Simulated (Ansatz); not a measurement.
# Ca2C (model cell, started as antifluorite): the cell at rest

Wanted: the relaxed cell of Ca2C (model cell, started as antifluorite).

Program: Ansatz 0.2.0. Level of theory: DFT PBEsol, scalar-relativistic, plane waves, PAW. Results are calculated unless marked as measured.

The structure was built from a prototype and need not be the compound's stable phase.

## Step 1: The structure

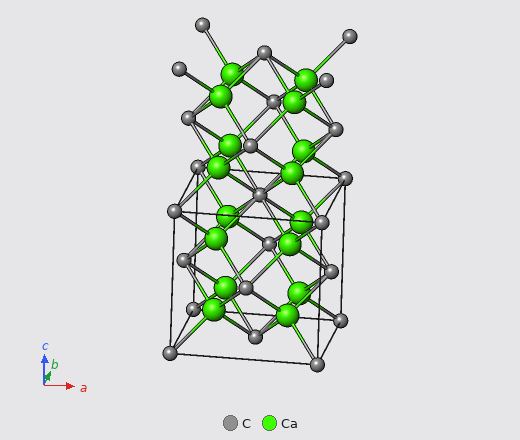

The starting structure, seen slightly off an axis (carbon grey, calcium green). 1×1×2 cells are drawn. This picture shows the conventional cell, with its axes. Some periodic images of atoms are drawn too.

## Step 2: A coarse first look

A quick single point on a coarse mesh tells whether the cell has a gap and how far it is from rest, which sets the k mesh and smearing that follow.

Input file input.yaml:

```yaml
crystal:
  lattice:
    - [0.0, 2.77128, 2.77128]
    - [2.77128, 0.0, 2.77128]
    - [2.77128, 2.77128, 0.0]
  atoms:
    - { symbol: C, position: [0.0, 0.0, 0.0] }
    - { symbol: Ca, position: [0.25, 0.25, 0.25] }
    - { symbol: Ca, position: [0.75, 0.75, 0.75] }
kpoints:
  mp_grid: { grid: [6, 6, 6] }
hamiltonian:
  xc: pbesol
scf:
  occupations: { method: gaussian, width: 0.1 }
output:
  forces: true
  stress: true
  eigenvalues: true
```

The run is started by

```bash
ansatz run input.yaml --threads 4 --pin off --max-ram 7168MiB --backend cpu --events-out ev --progress --plain --runs-dir out
```

Numbers of over 12 decimals in the logs are rounded to 6 here.

Log:

```text
Engine: ansatz 0.2.0, aarch64-unknown-linux-gnu
Pseudopotentials: kind: paw
Pseudopotential: C, paw, valence charge 4, recommended cutoff 420 eV (normal), C.paw.azcp
Pseudopotential: Ca, paw, valence charge 10, recommended cutoff 420 eV (normal), Ca.paw.azcp
Functional definition: PBEsol
  exchange = pbesol_x
  correlation = pbesol_c
Crystal: 3 atoms, lattice volume = 42.567 Å³
[...]
--- Band table (eV; the first three rows and the last of 16) ---
  k-point 0: bands = [... 8 lower, 2.8441, 9.6795, 9.6795, 9.6795, 13.3146, 13.3146, 13.9690, 19.4910]
  k-point 1: bands = [... 8 lower, 3.1360, 9.4925, 9.9593, 9.9593, 13.6422, 13.6422, 15.0129, 17.9412]
  k-point 2: bands = [... 8 lower, 3.6727, 9.6510, 10.6195, 10.6195, 14.5280, 14.5280, 15.2803, 17.6291]
  k-point 15: bands = [... 8 lower, 4.0195, 10.1195, 11.3520, 11.6945, 12.1771, 15.0570, 15.2102, 17.2414]
[key lines of the parts left out:]
SCF converged after 6 iterations
Free energy (F): -3831.818925 eV
Fermi energy:    12.040583 eV
P = ⅓ Tr σ = 34.0518 GPa (340.518 kbar)
```

Wall time 0.78 s (4 threads of Arm Neoverse V2, shared host); peak memory 0.27 GiB.

This step gave:

- pressure: 34.05 GPa
- volume per atom: 14.19 Å³
- gap on the k-mesh: 0 eV

The coarse mesh shows no gap and a pressure of 34.1 GPa.

## Step 3: Coarse relaxation

A rough relaxation comes first, because large forces or stress need no tight tolerances yet.

Edit input.yaml of step 2 so:

```diff
@@ -19 +19,6 @@
   eigenvalues: true
+relax:
+  adjacent_minimum: "off"
+  f_tol: 0.05
+  max_steps: 80
+  cell: { stress_tol: 0.5 }
```

Log:

```text
[...]
Crystal: 3 atoms, lattice volume = 42.567 Å³
Basis set: ecut = 420 eV, 869 PW (Γ), exchange–correlation on 54×54×54 points (8 copies of the dense FFT grid, shifted against one another)
Bands: 16, of which v1, the nominal top of the filled ones, is band 12 counted from 1 (11 counted from 0)
Symmetry: 48 space group operations
[...]
k-points: 16 of 216
[...]
--- Relaxed structure (5 steps of the walk, 5 accepted, 2 SCFs on fresh bases) ---
  F+E_penalty+E_count = -3833.24619492 eV   max|allowed force component| = 1.773e-16 eV/Å   (the final SCF, on the basis selected at the relaxed cell)
  cell:  # Å, volume = 59.5179 Å³
    - [0, 3.098888, 3.098888]
    - [3.098888, 0, 3.098888]
    - [3.098888, 3.098888, 0]
  atoms:
    - { symbol: C, position: [0, 0, 0] }
    - { symbol: Ca, position: [0.25, 0.25, 0.25] }
    - { symbol: Ca, position: [0.75, 0.75, 0.75] }
[key lines of the parts left out:]
SCF converged after 4 iterations
Free energy (F): -3833.246195 eV
Fermi energy:    7.961191 eV
P = ⅓ Tr σ = 0.1827 GPa (1.827 kbar)
```

The job ended after 1.9 s (4 threads; peak memory 0.31 GiB).

The steps of the relaxation:

```
step  energy less that of the first step (eV)  largest force component (eV/Å)  pressure (GPa)  volume (Å³)
   1                                   0.0000                          0.0000           34.05        42.57
   2                                  -0.9645                          0.0000           15.47        49.10
   3                                  -1.3550                          0.0000            3.12        56.26
   4                                  -1.3773                          0.0000            0.46        58.41
  5*                                  -1.4222                          0.0000            1.31        58.41
   6                                  -1.4266                          0.0000            0.18        59.52
  7*                                  -1.4273                          0.0000            0.18        59.52
```

Relaxation steps marked * repeat the geometry before them on a plane-wave basis chosen anew for their cell, so energy and pressure can jump there.

Forces are held to the 48 operations that the run works with; a distortion that breaks them can't arise in this run.

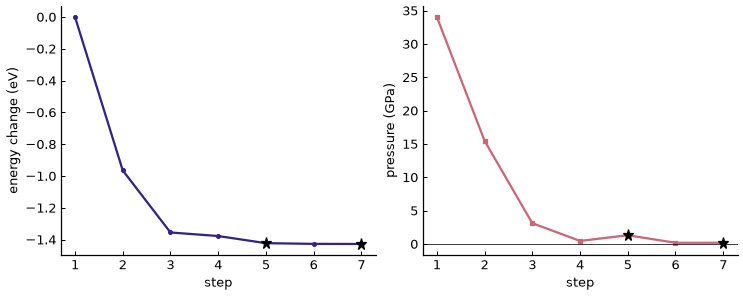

Energy and pressure along the relaxation. Stars mark steps on a basis chosen anew.

```
conventional cell, symmetrised  before  after   change
                         a (Å)   5.543  6.198  +11.8 %
                         b (Å)   5.543  6.198  +11.8 %
                         c (Å)   5.543  6.198  +11.8 %
              volume (Å³/atom)   14.19  19.84  +39.8 %
```

Final coordinates:

```
C Ca
1.0
     0.00000    3.09889    3.09889
     3.09889    0.00000    3.09889
     3.09889    3.09889    0.00000
C Ca
1 2
Direct
  0.00000 0.00000 0.00000
  0.25000 0.25000 0.25000
  0.75000 0.75000 0.75000
```

This step gave:

| Item | Value |
| --- | --- |
| pressure | 0.1827 GPa |
| volume per atom | 19.84 Å³ |
| gap on the k-mesh | 0.1618 eV |
| direct gap on mesh | 0.1618 eV |

In this step the volume went from 14.19 to 19.84 Å³/atom.

## Step 4: Bringing the structure to rest

The cell and atoms are relaxed, since residual forces and stress would shift the frequencies.

Input file input.yaml:

```yaml
crystal:
  lattice:
    - [0.0, 3.0988879981, 3.0988879981]
    - [3.0988879981, 0.0, 3.0988879981]
    - [3.0988879981, 3.0988879981, 0.0]
  atoms:
    - { symbol: C, position: [0.0, 0.0, 0.0] }
    - { symbol: Ca, position: [0.25, 0.25, 0.25] }
    - { symbol: Ca, position: [0.75, 0.75, 0.75] }
kpoints:
  mp_grid: { grid: [10, 10, 10] }
hamiltonian:
  xc: pbesol
scf:
  occupations: { method: gaussian, width: 0.01 }
output:
  forces: true
  stress: true
  eigenvalues: true
relax:
  adjacent_minimum: "off"
  f_tol: 0.005
  max_steps: 80
  cell: { stress_tol: 0.05 }
```

Log:

```text
[...]
Crystal: 3 atoms, lattice volume = 59.518 Å³
Basis set: ecut = 420 eV, 1211 PW (Γ), exchange–correlation on 60×60×60 points (8 copies of the dense FFT grid, shifted against one another)
Bands: 16, of which v1, the nominal top of the filled ones, is band 12 counted from 1 (11 counted from 0)
[... 1 set-up line as in the run before ...]
[...]
k-points: 47 of 1000
[...]
SCF iter   1: F=—  HF=-3833.247268 eV  |F-HF|=—  |Δ(HF+E_count)|=         —  Δρ=3.96e-3  dr2=9.10e-3  ethr=1.77e-3  ⟨swp⟩=6.8  Hψ=4570  notcnv=0
[...]
SCF iter   7: F=-3833.245809 eV  HF=-3833.245809 eV  |F-HF|=2.33e-8  |Δ(HF+E_count)|=   3.64e-7  Δρ=5.25e-6  dr2=2.87e-8  ethr=4.17e-10  ⟨swp⟩=3.0  Hψ=2556  notcnv=0
SCF 1 converged in 7 iterations: F = -3833.245809 eV  dr2 = 2.87e-8
[...]
relax step   1: F+E_penalty+E_count = -3833.24580876 eV  Δ(F+E_penalty+E_count) = +0.000e0 eV  max|allowed force component| = 1.696e-17 eV/Å  Δτ_max = 0.0000 Å  P = +0.209 GPa  Ω = 59.518 Å³  (7 SCF iters, dr2 threshold 1.00e-7 eV, accepted)
Crystal: 3 atoms, lattice volume = 59.916 Å³
[...]
SCF iter   5: F=-3833.245628 eV  HF=-3833.245628 eV  |F-HF|=2.37e-9  |Δ(HF+E_count)|=   3.82e-8  Δρ=3.72e-6  dr2=2.32e-9  ethr=1.72e-10  ⟨swp⟩=1.1  Hψ=2305  notcnv=0
SCF 2 converged in 5 iterations: F = -3833.245628 eV  dr2 = 2.32e-9
relax step   2: F+E_penalty+E_count = -3833.24562806 eV  Δ(F+E_penalty+E_count) = +1.807e-4 eV  max|allowed force component| = 1.665e-16 eV/Å  Δτ_max = 0.0000 Å  P = -0.179 GPa  Ω = 59.916 Å³  energy of the carried Pulay correction = -2.141e-4 eV  (5 SCF iters, dr2 threshold 1.09e-7 eV, accepted)
Crystal: 3 atoms, lattice volume = 59.731 Å³
[...]
SCF iter   5: F=-3833.245831 eV  HF=-3833.245831 eV  |F-HF|=5.55e-10  |Δ(HF+E_count)|=   6.29e-9  Δρ=1.67e-6  dr2=4.69e-10  ethr=2.43e-11  ⟨swp⟩=1.6  Hψ=2236  notcnv=0
SCF 3 converged in 5 iterations: F = -3833.245831 eV  dr2 = 4.69e-10
relax step   3: F+E_penalty+E_count = -3833.24583142 eV  Δ(F+E_penalty+E_count) = -2.034e-4 eV  max|allowed force component| = 1.295e-16 eV/Å  Δτ_max = 0.0000 Å  P = -0.001 GPa  Ω = 59.731 Å³  energy of the carried Pulay correction = -1.150e-4 eV  (5 SCF iters, dr2 threshold 8.04e-8 eV, accepted)
[...]
SCF iter   5: F=-3833.245923 eV  HF=-3833.245923 eV  |F-HF|=1.36e-12  |Δ(HF+E_count)|=  9.73e-11  Δρ=1.39e-7  dr2=5.58e-12  ethr=1.00e-12  ⟨swp⟩=3.7  Hψ=3060  notcnv=0
SCF 4 converged in 5 iterations: F = -3833.245923 eV  dr2 = 5.58e-12
relax step   4: F+E_penalty+E_count = -3833.24592281 eV  Δ(F+E_penalty+E_count) = -9.139e-5 eV  max|allowed force component| = 1.619e-16 eV/Å  Δτ_max = 0.0000 Å  P = +0.002 GPa  Ω = 59.731 Å³  stress off target by 1.69e-3 GPa  SCF on the basis re-selected at this cell (its energy is not comparable with the rows above)  (5 SCF iters)
[...]
SCF converged after 5 iterations
Free energy (F): -3833.245923 eV
[...]
Internal energy: -3833.245923 eV  (E = F + TS)
E sigma→0 (E₀):  -3833.245923 eV
Fermi energy:    7.910835 eV
[...]
--- Stress (GPa, compression-positive) ---
        0.001687       0.000000      -0.000000
        0.000000       0.001687       0.000000
       -0.000000      -0.000000       0.001687
  P = ⅓ Tr σ = 0.0017 GPa (0.017 kbar)
--- Band table (eV; the first three rows and the last of 47) ---
  k-point 0: bands = [... 8 lower, -0.5617, 6.6908, 6.6908, 6.6908, 8.6943, 9.6385, 9.6385, 13.7407]
  k-point 1: bands = [... 8 lower, -0.4988, 6.4516, 6.7491, 6.7491, 9.1522, 9.7014, 9.7014, 13.1842]
  k-point 2: bands = [... 8 lower, -0.3338, 6.0966, 6.9085, 6.9085, 9.8911, 9.8911, 10.0810, 12.4293]
  k-point 46: bands = [... 8 lower, 0.2465, 6.3761, 6.9874, 7.6486, 8.2936, 10.7726, 10.8427, 12.1502]
--- Relaxed structure (3 steps of the walk, 3 accepted, 1 SCFs on fresh bases) ---
[...]
cell:  # Å, volume = 59.7313 Å³
    - [0, 3.102588, 3.102588]
    - [3.102588, 0, 3.102588]
    - [3.102588, 3.102588, 0]
  atoms:
    - { symbol: C, position: [0, 0, 0] }
    - { symbol: Ca, position: [0.25, 0.25, 0.25] }
    - { symbol: Ca, position: [0.75, 0.75, 0.75] }
```

It took 2.9 s on 4 threads; peak memory 0.36 GiB.

The steps of the relaxation:

```
step  energy less that of the first step (eV)  largest force component (eV/Å)  pressure (GPa)  volume (Å³)
   1                                   0.0000                          0.0000            0.21        59.52
   2                                   0.0002                          0.0000           -0.18        59.92
   3                                   0.0000                          0.0000            0.00        59.73
  4*                                  -0.0001                          0.0000            0.00        59.73
```

Relaxation steps marked * repeat the geometry before them on a plane-wave basis chosen anew for their cell, so energy and pressure can jump there.

Forces are held to the 48 operations that the run works with; a distortion that breaks them can't arise in this run.

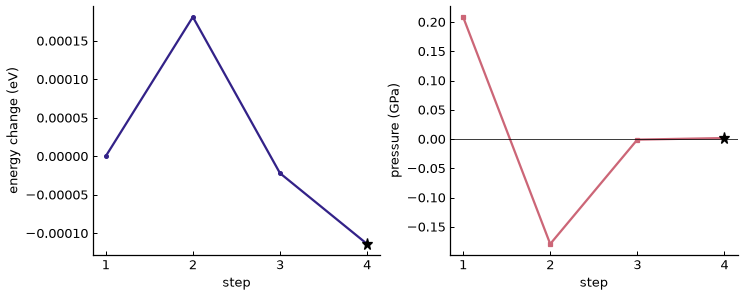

Energy and pressure along the relaxation. Stars mark steps on a basis chosen anew.

| conventional cell, symmetrised | before | after | change |
| --- | --- | --- | --- |
| a (Å) | 6.198 | 6.205 | +0.1 % |
| b (Å) | 6.198 | 6.205 | +0.1 % |
| c (Å) | 6.198 | 6.205 | +0.1 % |
| volume (Å³/atom) | 19.84 | 19.91 | +0.4 % |

Final coordinates:

```
C Ca
1.0
     0.00000    3.10259    3.10259
     3.10259    0.00000    3.10259
     3.10259    3.10259    0.00000
C Ca
1 2
Direct
  0.00000 0.00000 0.00000
  0.25000 0.25000 0.25000
  0.75000 0.75000 0.75000
```

This step gave:

- pressure: 0.001687 GPa
- gap on the k-mesh: 0.1622 eV
- volume per atom: 19.91 Å³
- direct gap on mesh: 0.1622 eV

In this step the volume went from 19.84 to 19.91 Å³/atom.

## Step 5: Relaxing to small forces for the phonons

Phonons need a cell at rest on their own settings, so the relaxation is repeated with tight tolerances on forces and stress, using the mesh and the filling of the phonon run that follows.

input.yaml, the sections that differ from step 4:

```yaml
crystal:
  lattice:
    - [0.0, 3.1025879259, 3.1025879259]
    - [3.1025879259, 0.0, 3.1025879259]
    - [3.1025879259, 3.1025879259, 0.0]
  atoms:
    - { symbol: C, position: [0.0, 0.0, 0.0] }
    - { symbol: Ca, position: [0.25, 0.25, 0.25] }
    - { symbol: Ca, position: [0.75, 0.75, 0.75] }
kpoints:
  mp_grid: { grid: [12, 12, 12] }
relax:
  adjacent_minimum: "off"
  f_tol: 0.001
  max_steps: 60
  cell: { stress_tol: 0.01 }
# hamiltonian, scf, output: as in step 4
```

Log:

```text
[...]
Crystal: 3 atoms, lattice volume = 59.731 Å³
Basis set: ecut = 420 eV, 1211 PW (Γ), exchange–correlation on 60×60×60 points (8 copies of the dense FFT grid, shifted against one another)
Bands: 16, of which v1, the nominal top of the filled ones, is band 12 counted from 1 (11 counted from 0)
[... 1 set-up line as in the run before ...]
[...]
k-points: 72 of 1728
[...]
--- Relaxed structure (1 steps of the walk, 1 accepted, 1 SCFs on fresh bases) ---
[...]
cell:  # Å, volume = 59.7313 Å³
    - [0.0, 3.1025879259, 3.1025879259]
    - [3.1025879259, 0.0, 3.1025879259]
    - [3.1025879259, 3.1025879259, 0.0]
  atoms:
    - { symbol: C, position: [0.0, 0.0, 0.0] }
    - { symbol: Ca, position: [0.25, 0.25, 0.25] }
    - { symbol: Ca, position: [0.75, 0.75, 0.75] }
[key lines of the parts left out:]
SCF converged after 5 iterations
Free energy (F): -3833.245953 eV
Fermi energy:    7.910779 eV
P = ⅓ Tr σ = 0.0020 GPa (0.020 kbar)
```

Run time: 1.8 s. Hardware: 4 threads; peak memory 0.38 GiB.

Little changed from the start: no atom moved by 0.005 Å and no cell edge by 0.1 %.

This step gave:

```yaml
pressure: 0.002031 GPa
gap_on_the_k_mesh: 0.1623 eV
direct_gap_on_mesh: 0.1623 eV
```

The forces vanish by symmetry and the pressure is 0.002 GPa, within the tolerances set. The cell now holds 19.91 Å³/atom.

## Step 6: Results

```
space group after relaxation : Fm-3m
lattice constant a           : 6.205 Å
lattice constant b           : 6.205 Å
lattice constant c           : 6.205 Å
volume per atom              : 19.9 Å³
gap on the k-mesh            : 0.162 eV
```

In words: The forces vanish by symmetry and the pressure is 0.002 GPa, within the tolerances set. The cell now holds 19.91 Å³/atom. The relaxation keeps the symmetry of its start, so it says nothing on stability against lower symmetry. The starting cell was built on a prototype and not taken from a measurement, so the phase need not exist.

[Logs are printed without paths, hosts, clocks, repeated set-up lines and the standing remarks that a program may print on its own settings, such as how far it seeks lower states.]

[Hosts, paths, dates, database ids (printed as entryN), source tags and the programs' standing remarks are cut or masked in the printed files.]
